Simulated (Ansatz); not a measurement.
**CH4AlN: shift of H4 from C1 to N2**

Wanted: the energy profile along the shift of H4 from C1 to N2, from relaxed end points and a band of images. SMILES of the start: [CH2]1[NH][AlH]1.

Method: RKS PBE-D4/def2-SVP, in Ansatz 0.2.0.

## (1) Starting point

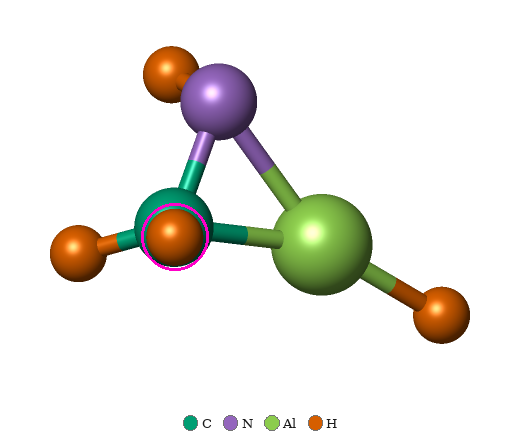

Start, viewed from a free direction; carbon teal, nitrogen purple, aluminium green, hydrogen orange. Ringed: H4.

Coordinates:

```xyz
7

C    -0.5917   -0.0719   -0.5304
N    -0.5873    0.3318    0.8818
Al    0.9720   -0.5723    0.2393
H    -1.3162   -0.8102   -0.7392
H    -0.6229    0.8508   -1.2323
H    -0.3081    1.3552    0.9677
H     2.5155   -1.1514    0.3674
```

## (2) End point A

input.yaml

```yaml
crystal:
  periodic: [false, false, false]
  atoms:
    - { symbol: C, position_ang: [-0.5917, -0.0719, -0.5304] }
    - { symbol: "N", position_ang: [-0.5873, 0.3318, 0.8818] }
    - { symbol: Al, position_ang: [0.972, -0.5723, 0.2393] }
    - { symbol: H, position_ang: [-1.3162, -0.8102, -0.7392] }
    - { symbol: H, position_ang: [-0.6229, 0.8508, -1.2323] }
    - { symbol: H, position_ang: [-0.3081, 1.3552, 0.9677] }
    - { symbol: H, position_ang: [2.5155, -1.1514, 0.3674] }
basis:
  gaussian: { orbitals: def2-SVP }
hamiltonian:
  xc: pbe
  dispersion: d4
relax:
  f_tol: 0.02
  max_steps: 50
output:
  orbitals: {}
```

Launch:

```
$ ansatz run input.yaml --threads 1 --pin off --max-ram 2048MiB --backend cpu --events-out ev --progress --plain --runs-dir out
```

Output (excerpt; [...] marks lines left out):

```text
Warning: RAYON_NUM_THREADS=1 ignored (pool sized by the plan → 1); use --threads N
[...]
Functional definition: PBE
[...]
755 factors; their error is unknown
[...]
mean field -9175.62724448 eV, -337.1980817712 hartree, gradient 1.6e-5 eV, S^2 0.000000; 0 other end points of the search recorded, 0 dependent functions left out
[...]
reference -9175.62727923 eV, -337.1980830483 hartree; 15, 15 occupied and 51, 51 virtual orbitals, 755 factors
relax step   1: F+E_penalty+E_count = -9175.72687917 eV  Δ(F+E_penalty+E_count) = +0.000e0 eV  max|allowed force component| = 2.973e0 eV/Å  Δτ_max = 0.0000 Å  (27 SCF iters, accepted)
[...]
Total energy: -9176.60680401 eV, -337.2340799198 hartree
Atom 0 at    -0.593490    -0.018445    -0.616706 Å, force    -0.009553     0.004909    -0.005266 eV/Å
Atom 1 at    -0.124401     0.514895     0.711882 Å, force    -0.001437     0.001237     0.002192 eV/Å
Atom 2 at     1.110909    -0.586275     0.149858 Å, force     0.008725    -0.006918    -0.001811 eV/Å
Atom 3 at    -1.503128    -0.659293    -0.596797 Å, force     0.003790     0.003049     0.000570 eV/Å
Atom 4 at    -0.661189     0.719391    -1.447103 Å, force    -0.000024    -0.003891     0.003308 eV/Å
Atom 5 at    -0.684465     1.184354     1.242297 Å, force    -0.001735     0.000573    -0.000494 eV/Å
Atom 6 at     2.517063    -1.222627     0.510869 Å, force     0.000234     0.001041     0.001501 eV/Å
Dipole moment:     0.084155    -0.013728     0.060786 e Å
```

Run time: 9.1 s. Hardware: 1 thread of Intel Xeon 6975P-C (Granite Rapids), shared host; peak memory 0.14 GiB.

Relaxation path:

```tsv
step	energy from step 1 (eV)	largest force component (eV/Å)
1	0.0000	2.9731
2	-0.4312	1.4033
3	-0.5990	0.6898
4	-0.7423	0.8169
5x	-0.6712	2.8304
6	-0.8237	0.4155
7	-0.8677	0.1646
8	-0.8793	0.0747
9	-0.8798	0.0238
10	-0.8799	0.0096
```

Step 1 is the start. 1 step was tried and not accepted (marked x).

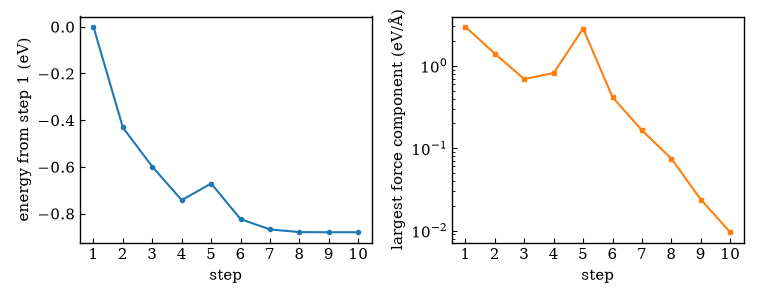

Energy and largest force along the relaxation.

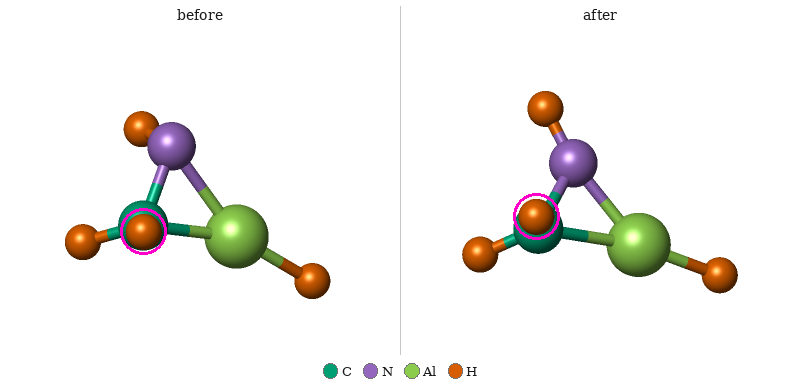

Before and after, at one scale.

After: Bond lengths: C1–N2 1.507 Å, C1–Al3 1.953 Å, N2–Al3 1.748 Å, C1–H4 1.113 Å, C1–H5 1.113 Å, N2–H6 1.021 Å, Al3–H7 1.585 Å. Angles: C1–N2–Al3 73.3°, C1–N2–H6 121.3°, Al3–N2–H6 165.4°, N2–C1–Al3 59.0°, N2–C1–H4 116.3°, N2–C1–H5 116.2°, Al3–C1–H4 122.6°, Al3–C1–H5 122.6°, H4–C1–H5 110.2°, C1–Al3–N2 47.6°, C1–Al3–H7 168.6°, N2–Al3–H7 143.8°.

## (3) Relaxing end B

The second end starts from a geometry with the move made by hand.

input.yaml, as its differences from that of step 2:

```diff
@@ -6,3 +6,3 @@
     - { symbol: Al, position_ang: [0.972, -0.5723, 0.2393] }
-    - { symbol: H, position_ang: [-1.3162, -0.8102, -0.7392] }
+    - { symbol: H, position_ang: [-1.45928, -0.09031, 1.26006] }
     - { symbol: H, position_ang: [-0.6229, 0.8508, -1.2323] }
```

Launch:

```
$ ansatz run input.yaml --threads 1 --pin off --max-ram 2048MiB --backend cpu --events-out ev --progress --plain --runs-dir out
```

Output (excerpt; [...] marks lines left out):

```text
Warning: RAYON_NUM_THREADS=1 ignored (pool sized by the plan → 1); use --threads N
[...]
[... 1 set-up line as earlier in the session ...]
[...]
755 factors; their error is unknown
[...]
mean field -9174.09237731 eV, -337.1416764431 hartree, gradient 3.2e-5 eV, S^2 0.000000; 0 other end points of the search recorded, 0 dependent functions left out
[...]
reference -9174.09241231 eV, -337.1416777293 hartree; 15, 15 occupied and 51, 51 virtual orbitals, 755 factors
[...]
Atom 2 at     1.127206    -0.588252     0.005707 Å, force    -0.006886     0.001134     0.004237 eV/Å
Atom 3 at    -1.296290    -0.073860     1.260911 Å, force     0.001278     0.001852     0.001574 eV/Å
Atom 4 at    -1.058568     0.654030    -1.342948 Å, force     0.003569     0.001170    -0.001341 eV/Å
Atom 5 at    -0.450179     1.356605     1.207672 Å, force     0.001859    -0.000046    -0.001863 eV/Å
Atom 6 at     2.378768    -1.321935     0.635356 Å, force     0.005171     0.000304     0.000517 eV/Å
Dipole moment:    -0.125211     0.090813     0.394294 e Å
```

Run time: 9.5 s. Hardware: 1 thread of Intel Xeon 6975P-C (Granite Rapids), shared host; peak memory 0.14 GiB.

Relaxation path:

```tsv
step	energy from step 1 (eV)	largest force component (eV/Å)
1	0.0000	3.4825
2	-0.8265	1.1354
3	-1.1196	0.8407
4	-1.1855	0.4052
5	-1.1982	0.7487
6	-1.2304	0.2719
7	-1.2379	0.1541
8x	-1.2109	0.9755
9	-1.2423	0.0538
10	-1.2435	0.0077
```

Step 1 is the start. 1 step was tried and not accepted (marked x).

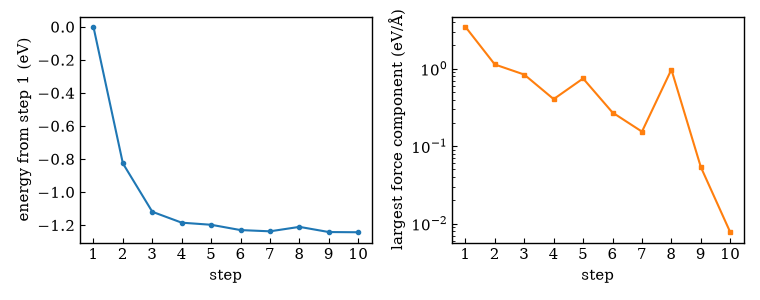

Energy and largest force along the relaxation.

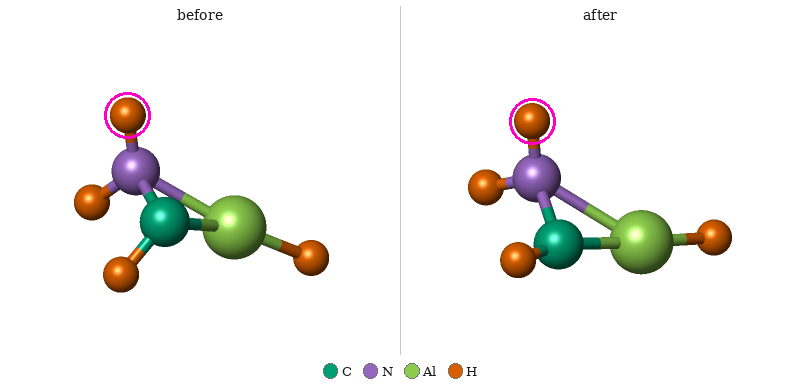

The structure before (left) and after (right), drawn at the same scale.

After: Bond lengths: C1–N2 1.514 Å, C1–Al3 1.784 Å, N2–Al3 2.053 Å, N2–H4 1.034 Å, C1–H5 1.099 Å, N2–H6 1.034 Å, Al3–H7 1.582 Å. Angles: C1–N2–Al3 57.7°, C1–N2–H4 116.1°, C1–N2–H6 116.3°, Al3–N2–H4 124.9°, Al3–N2–H6 125.0°, H4–N2–H6 107.0°, N2–C1–Al3 76.5°, N2–C1–H5 120.5°, Al3–C1–H5 163.0°, C1–Al3–N2 45.8°, C1–Al3–H7 178.2°, N2–Al3–H7 132.5°.

## (4) The band

crystal.atoms is end A as relaxed above, and neb.final_atoms is end B, turned to lie on A. With 7 inner images the band has 9 in all. The start path is listed, through a guess of the saddle.

input.yaml

```yaml
crystal:
  periodic: [false, false, false]
  atoms:
    - { symbol: C, position_ang: [-0.59349, -0.018445, -0.616706] }
    - { symbol: "N", position_ang: [-0.124401, 0.514895, 0.711882] }
    - { symbol: Al, position_ang: [1.110909, -0.586275, 0.149858] }
    - { symbol: H, position_ang: [-1.503128, -0.659293, -0.596797] }
    - { symbol: H, position_ang: [-0.661189, 0.719391, -1.447103] }
    - { symbol: H, position_ang: [-0.684465, 1.184354, 1.242297] }
    - { symbol: H, position_ang: [2.517063, -1.222627, 0.510869] }
basis:
  gaussian: { orbitals: def2-SVP }
hamiltonian:
  xc: pbe
  dispersion: d4
neb:
  order_check: false
  images: 7
  f_tol: 0.05
  max_iterations: 60
  final_atoms:
    - { symbol: C, position_ang: [-0.04847266, 0.37254004, -0.91931289] }
    - { symbol: "N", position_ang: [-0.62314471, 0.08235404, 0.45089098] }
    - { symbol: Al, position_ang: [1.26636828, -0.50654085, -0.09402517] }
    - { symbol: H, position_ang: [-1.45180071, -0.53570555, 0.47533927] }
    - { symbol: H, position_ang: [-0.63973363, 0.91793122, -1.6680003] }
    - { symbol: H, position_ang: [-0.84088294, 0.90437905, 1.03916916] }
    - { symbol: H, position_ang: [2.39896538, -1.30295795, 0.67023895] }
  initial_path:
    images:
      - { positions_ang: [[-0.59349, -0.018445, -0.616706], [-0.124401, 0.514895, 0.711882], [1.110909, -0.586275, 0.149858], [-1.503128, -0.659293, -0.596797], [-0.661189, 0.719391, -1.447103], [-0.684465, 1.184354, 1.242297], [2.517063, -1.222627, 0.510869]] }
      - { positions_ang: [[-0.55784914, -0.0246166, -0.65710665], [-0.26477603, 0.42583952, 0.69827061], [1.08420215, -0.58637196, 0.15173952], [-1.48576849, -0.64813126, -0.47448086], [-0.60327538, 0.78127417, -1.42228231], [-0.63444762, 1.18071819, 1.16207193], [2.52321351, -1.19671206, 0.49608777]] }
      - { positions_ang: [[-0.52220828, -0.0307882, -0.6975073], [-0.40515106, 0.33678403, 0.68465922], [1.0574953, -0.58646892, 0.15362103], [-1.46840898, -0.63696952, -0.35216473], [-0.54536176, 0.84315733, -1.39746162], [-0.58443024, 1.17708238, 1.08184685], [2.52936403, -1.17079711, 0.48130655]] }
      - { positions_ang: [[-0.48656742, -0.03695979, -0.73790795], [-0.54552609, 0.24772855, 0.67104782], [1.03078845, -0.58656587, 0.15550255], [-1.45104948, -0.62580778, -0.22984859], [-0.48744814, 0.9050405, -1.37264093], [-0.53441286, 1.17344658, 1.00162178], [2.53551454, -1.14488217, 0.46652532]] }
      - { positions_ang: [[-0.45092656, -0.04313139, -0.7783086], [-0.68590112, 0.15867306, 0.65743643], [1.0040816, -0.58666283, 0.15738407], [-1.43368997, -0.61464604, -0.10753246], [-0.42953452, 0.96692367, -1.34782023], [-0.48439548, 1.16981077, 0.9213967], [2.54166505, -1.11896723, 0.45174409]] }
      - { positions_ang: [[-0.35031308, 0.06078646, -0.81355967], [-0.67021202, 0.13959331, 0.60580007], [1.06965327, -0.56663234, 0.09453176], [-1.43821765, -0.59491092, 0.03818548], [-0.4820843, 0.95467555, -1.42786525], [-0.57351734, 1.10345284, 0.95083982], [2.50599013, -1.16496491, 0.50636781]] }
      - { positions_ang: [[-0.24969961, 0.16470432, -0.84881075], [-0.65452292, 0.12051355, 0.5541637], [1.13522494, -0.54660184, 0.03167945], [-1.44274534, -0.5751758, 0.18390341], [-0.53463408, 0.94242744, -1.50791027], [-0.66263921, 1.03709491, 0.98028293], [2.47031521, -1.21096259, 0.56099152]] }
      - { positions_ang: [[-0.14908613, 0.26862218, -0.88406182], [-0.63883381, 0.1014338, 0.50252734], [1.20079661, -0.52657134, -0.03117286], [-1.44727302, -0.55544067, 0.32962134], [-0.58718385, 0.93017933, -1.58795528], [-0.75176107, 0.97073698, 1.00972604], [2.43464029, -1.25696027, 0.61561524]] }
      - { positions_ang: [[-0.04847266, 0.37254004, -0.91931289], [-0.62314471, 0.08235404, 0.45089098], [1.26636828, -0.50654085, -0.09402517], [-1.45180071, -0.53570555, 0.47533927], [-0.63973363, 0.91793122, -1.6680003], [-0.84088294, 0.90437905, 1.03916916], [2.39896538, -1.30295795, 0.67023895]] }
```

Launch:

```
$ ansatz run input.yaml --threads 1 --pin off --max-ram 2048MiB --backend cpu --events-out ev --progress --plain --runs-dir out
```

Output (excerpt; [...] marks lines left out):

```text
Warning: RAYON_NUM_THREADS=1 ignored (pool sized by the plan → 1); use --threads N
[...]
[... 1 set-up line as earlier in the session ...]
[...]
755 factors; their error is unknown
[...]
mean field -9176.50688747 eV, -337.2304080549 hartree, gradient 3.7e-5 eV, S^2 0.000000; 0 other end points of the search recorded, 0 dependent functions left out
[...]
reference -9176.50692220 eV, -337.2304093310 hartree; 15, 15 occupied and 51, 51 virtual orbitals, 755 factors
755 factors; their error is unknown
[...]
Atom 3 at    -1.257290    -0.257293    -0.020359 Å, force    -0.028913    -0.000481    -0.005396 eV/Å
Atom 4 at    -0.483665     0.870739    -1.567129 Å, force     0.006024    -0.005302    -0.016164 eV/Å
Atom 5 at    -0.619843     1.051362     1.179477 Å, force    -0.003217    -0.017802    -0.005757 eV/Å
Atom 6 at     2.410608    -1.058847     0.546845 Å, force     0.005267    -0.002472     0.004072 eV/Å
Dipole moment:     0.333449     0.270850     0.163357 e Å
this run last wrote the band of iteration 11 to <dir>
```

It took 62 s on 1 thread of Intel Xeon 6975P-C (Granite Rapids), shared host; peak memory 0.14 GiB.

## (5) Images and barrier

Images 0 and 8 are the ends. Energies count from image 0; the path length is the program's own measure over all atoms.

```tsv
image	path (Å)	energy (eV)	H4–C1 (Å)	H4–N2 (Å)	band force (eV/Å)
0	0.000	0.0000	1.11	2.23	-
1	0.321	0.2559	1.09	2.06	0.017
2	0.643	1.2189	1.08	1.83	0.035
3	0.964	2.2064	1.14	1.56	0.030
4*	1.285	2.7149	1.35	1.21	0.029
5	1.610	2.4564	1.72	1.05	0.026
6	1.935	1.9538	1.94	1.01	0.026
7	2.259	1.3307	2.10	1.02	0.028
8	2.584	1.1675	2.18	1.03	-
```

The star marks the climbing image.

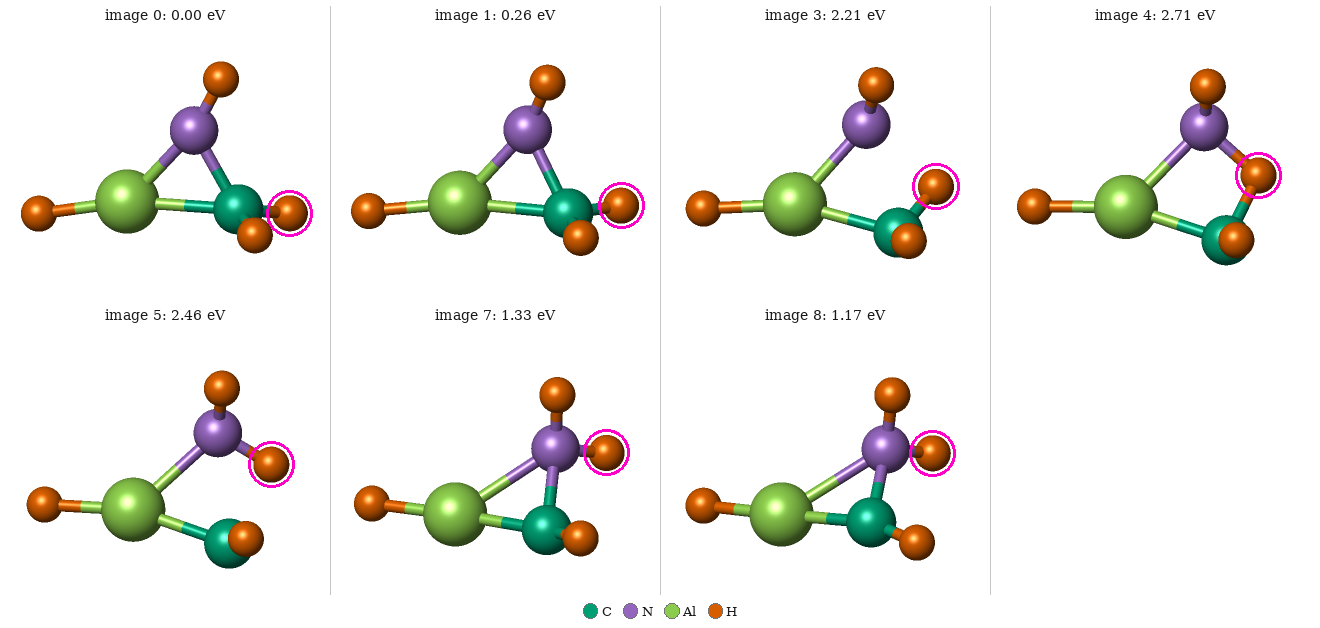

Snapshots along the band, viewed from a chosen angle. Ringed: H4. Sticks join atoms closer than a bonding distance in each image.

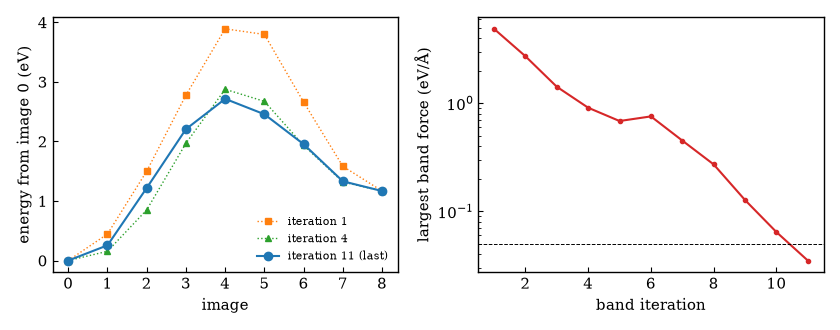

Left: energy of each image for early iterations and the last one (lines only join the points; early values far above the last band run off the scale). Right: the largest band force by iteration, with the threshold dashed.

How the highest energy settled:

```tsv
iteration	highest image above image 0 (eV)	largest band force (eV/Å)
1	3.8907	4.887
2	3.2436	2.726
3	2.9568	1.423
4	2.8757	0.910
5	2.7773	0.685
6	2.7427	0.756
7	2.7323	0.452
8	2.7180	0.272
9	2.7166	0.127
10	2.7155	0.064
11	2.7149	0.035
```

The band as a trajectory file:

```xyz
7
image=0 dE=0.0000
C    -0.593   -0.018   -0.617
N    -0.124    0.515    0.712
Al    1.111   -0.586    0.150
H    -1.503   -0.659   -0.597
H    -0.661    0.719   -1.447
H    -0.684    1.184    1.242
H     2.517   -1.223    0.511
7
image=1 dE=0.2559
C    -0.579   -0.052   -0.673
N    -0.208    0.350    0.783
Al    1.064   -0.646    0.144
H    -1.539   -0.544   -0.514
H    -0.584    0.727   -1.481
H    -0.613    1.187    1.195
H     2.521   -1.090    0.501
7
image=2 dE=1.2189
C    -0.540   -0.101   -0.824
N    -0.293    0.239    0.874
Al    1.028   -0.621    0.122
H    -1.459   -0.441   -0.366
H    -0.562    0.761   -1.537
H    -0.591    1.160    1.187
H     2.478   -1.065    0.499
7
image=3 dE=2.2064
C    -0.516   -0.143   -0.979
N    -0.397    0.144    0.931
Al    0.995   -0.603    0.081
H    -1.342   -0.336   -0.215
H    -0.528    0.808   -1.563
H    -0.591    1.117    1.184
H     2.440   -1.056    0.515
7
image=4 dE=2.7149
C    -0.455   -0.145   -1.105
N    -0.525    0.061    0.895
Al    0.991   -0.590    0.025
H    -1.257   -0.257   -0.020
H    -0.484    0.871   -1.567
H    -0.620    1.051    1.179
H     2.411   -1.059    0.547
7
image=5 dE=2.4564
C    -0.314   -0.070   -1.171
N    -0.567    0.021    0.793
Al    1.049   -0.561   -0.027
H    -1.351   -0.297    0.178
H    -0.471    0.949   -1.578
H    -0.689    0.978    1.163
H     2.403   -1.089    0.596
7
image=6 dE=1.9538
C    -0.214    0.046   -1.110
N    -0.588    0.030    0.624
Al    1.126   -0.553   -0.058
H    -1.456   -0.388    0.320
H    -0.488    1.000   -1.583
H    -0.733    0.924    1.128
H     2.415   -1.126    0.633
7
image=7 dE=1.3307
C    -0.131    0.196   -1.000
N    -0.625    0.045    0.478
Al    1.200   -0.557   -0.084
H    -1.507   -0.469    0.441
H    -0.543    1.009   -1.609
H    -0.763    0.892    1.066
H     2.431   -1.183    0.664
7
image=8 dE=1.1675
C    -0.048    0.373   -0.919
N    -0.623    0.082    0.451
Al    1.266   -0.507   -0.094
H    -1.452   -0.536    0.475
H    -0.640    0.918   -1.668
H    -0.841    0.904    1.039
H     2.399   -1.303    0.670
```

## (6) Frequencies at the highest image

The geometry is the highest inner image of the first converged band.

input.yaml

```yaml
crystal:
  periodic: [false, false, false]
  atoms:
    - { symbol: C, position_ang: [-0.454602, -0.144844, -1.105495] }
    - { symbol: "N", position_ang: [-0.525175, 0.061221, 0.895472] }
    - { symbol: Al, position_ang: [0.991264, -0.590339, 0.025488] }
    - { symbol: H, position_ang: [-1.25729, -0.257293, -0.020359] }
    - { symbol: H, position_ang: [-0.483665, 0.870739, -1.567129] }
    - { symbol: H, position_ang: [-0.619843, 1.051362, 1.179477] }
    - { symbol: H, position_ang: [2.410608, -1.058847, 0.546845] }
basis:
  gaussian: { orbitals: def2-SVP }
hamiltonian:
  xc: pbe
  dispersion: d4
phonons: {}
```

Launch:

```
$ ansatz run input.yaml --threads 1 --pin off --max-ram 2048MiB --backend cpu --events-out ev --progress --plain --runs-dir out
```

Output (excerpt; [...] marks lines left out):

```text
Warning: RAYON_NUM_THREADS=1 ignored (pool sized by the plan → 1); use --threads N
[...]
[... 1 set-up line as earlier in the session ...]
[...]
755 factors; their error is unknown
[...]
mean field -9173.78872350 eV, -337.1305173712 hartree, gradient 8.7e-6 eV, S^2 0.000000; 0 other end points of the search recorded, 0 dependent functions left out
[...]
reference -9173.78875769 eV, -337.1305186276 hartree; 15, 15 occupied and 51, 51 virtual orbitals, 755 factors
[...]
755 factors; their error is unknown
[...]
755 factors; their error is unknown
mean field -9173.78874630 eV, -337.1305182091 hartree, gradient 2.3e-6 eV, S^2 0.000000; 0 other end points of the search recorded, 0 dependent functions left out
[...]
reference -9173.78878049 eV, -337.1305194656 hartree; 15, 15 occupied and 51, 51 virtual orbitals, 755 factors
[...]
755 factors; their error is unknown
mean field -9173.78870650 eV, -337.1305167466 hartree, gradient 1.9e-6 eV, S^2 0.000000; 0 other end points of the search recorded, 0 dependent functions left out
[...]
```

[end of part 1 of 2]
